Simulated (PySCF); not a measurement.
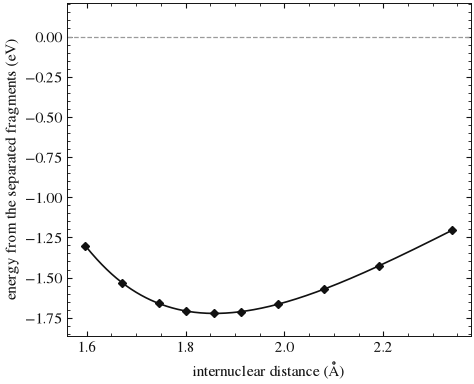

Bond curve of LiN, triplet (excess alpha electrons: πx +1, πy +1). ωB97X-V/x2c-TZVPPall (sfX2C-1e), PySCF 2.14.0, UKS. One reference determinant with the occupation held, the lowest that a PBE0 search over spins and occupations found; no spin-orbit coupling. Zero is the separated fragments in their ground configurations, without counterpoise. 2 further points of the run are not drawn.

What constants does a Dunham fit to the curve give (main isotopes)?

Answer. re = 1.858 Å, ωe = 694 cm⁻¹, ωexe = 6.3 cm⁻¹, De = 1.72 eV, Be = 1.04 cm⁻¹.

How stiff is the bond?

Answer. The force constant is 1.33 mdyn/Å, which gives ωe = 694 cm⁻¹.

Give the computed points.

Answer.
```
r (Å)  E (eV)
1.597   −1.30
1.671   −1.53
1.746   −1.66
1.801   −1.71
1.857   −1.72
1.913   −1.71
1.987   −1.67
2.080   −1.57
2.191   −1.43
2.340   −1.20
```

Note: lowest determinant of a PBE0 search, another state may lie lower.
